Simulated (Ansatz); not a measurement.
Si$_{4}$H$_{9}$F: molecular dynamics

The run: molecular dynamics of Si$_{4}$H$_{9}$F. Method and program: RKS PBE/STO-3G (Ansatz 0.2.0).

One setting was made poor on purpose. It belongs to a series of runs on one base structure; here: an input spoilt on purpose.

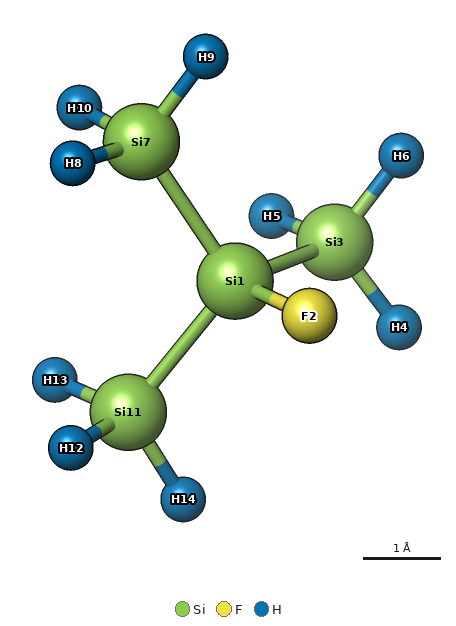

*The structure as given in the input (ball-and-stick view, seen at a tilt; atoms are numbered from 1 in the order of the input).*

Bond lengths as drawn: F–Si 1.68 Å, H–Si 1.46 Å and Si–Si 2.28 Å.

## What the run reported

```csv
quantity,value
outcome,refused by the program
hardware,"1 thread of Intel Xeon (Sapphire Rapids), 32 GiB of memory available, shared host"
```

The program refused the input: “invalid value for `md.friction`: only applies to ensemble: nvt_langevin or npt_langevin — drop it or switch ensemble” A deliberately poor setting: bad input.

## Input file
```yaml
crystal:
  periodic: [false, false, false]
  atoms:
    - { symbol: Si, position_ang: [0.009827, -0.07323, 0.019611] }
    - { symbol: F, position_ang: [0.031805, -0.262224, 1.685612] }
    - { symbol: Si, position_ang: [2.153591, 0.054111, -0.754362] }
    - { symbol: H, position_ang: [2.931737, -1.125139, -0.401938] }
    - { symbol: H, position_ang: [2.160466, 0.160534, -2.206832] }
    - { symbol: H, position_ang: [2.858029, 1.215907, -0.230618] }
    - { symbol: Si, position_ang: [-1.111192, 1.844139, -0.507544] }
    - { symbol: H, position_ang: [-2.506319, 1.795497, -0.093274] }
    - { symbol: H, position_ang: [-0.511002, 3.016613, 0.113312] }
    - { symbol: H, position_ang: [-1.093213, 2.058365, -1.947967] }
    - { symbol: Si, position_ang: [-1.043837, -1.861852, -0.930336] }
    - { symbol: H, position_ang: [-2.36733, -2.080591, -0.361536] }
    - { symbol: H, position_ang: [-1.216193, -1.646123, -2.361235] }
    - { symbol: H, position_ang: [-0.286969, -3.095908, -0.765395] }
basis:
  gaussian: { orbitals: STO-3G }
hamiltonian:
  xc: pbe
md:
  timestep: 0.25
  n_steps: 25
  ensemble: nve
  temperature: 300.0
  initial_velocities: maxwell_boltzmann
  seed: 944448
  friction: 0.01
```

Launched with:
```bash
ansatz run input.yaml --threads 1 --pin off --max-ram 2048MiB --backend cpu --events-out ev --progress --plain --runs-dir out
```

## Output
```
Error: invalid value for `md.friction`: only applies to ensemble: nvt_langevin or npt_langevin — drop it or switch ensemble
```
